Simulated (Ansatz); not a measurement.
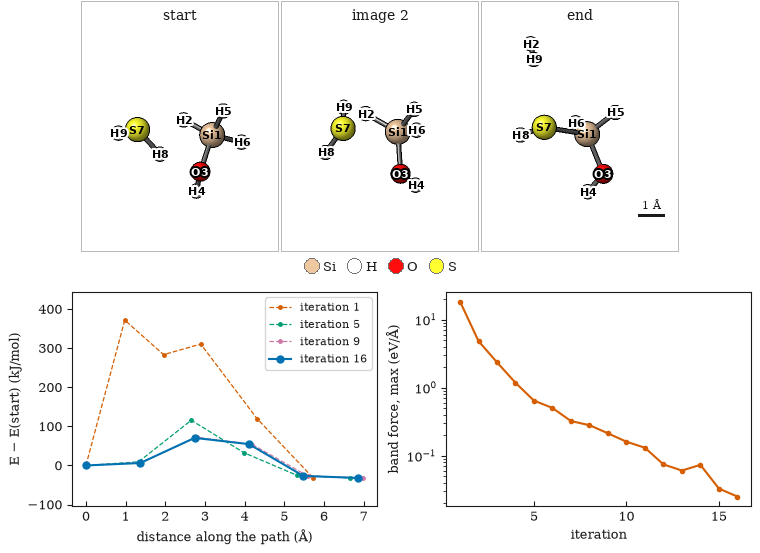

NEB run on SiH6SO. Images are numbered from 0 (start) to 5 (end). The plot follows the band through its iterations. Style: ball-and-stick. Shown from a free direction.

Computed with Ansatz, RKS PBE-D4/def2-SVP. Settings: 4 movable images; no climbing image; force threshold 0.03 eV/Å; iteration limit 60; starting path through a guess of the saddle point.

How did the profile develop, and is the result final?

The run is converged, with reservations. The band converged in 16 iterations. The largest component of the band force went from 18 to 0.025 eV/Å. No image climbed, so the highest image needn't lie on the saddle point, and the true maximum along this path can be higher. The first iteration put the highest image at 371.6 kJ/mol. The energy climbs by 70.6 kJ/mol to image 2 and then falls by 102.4 kJ/mol, so the end point sits at −31.8 kJ/mol.

The run took 2.1 min on 1 thread of Arm Neoverse V2, on a shared host, peak memory 0.14 GiB.
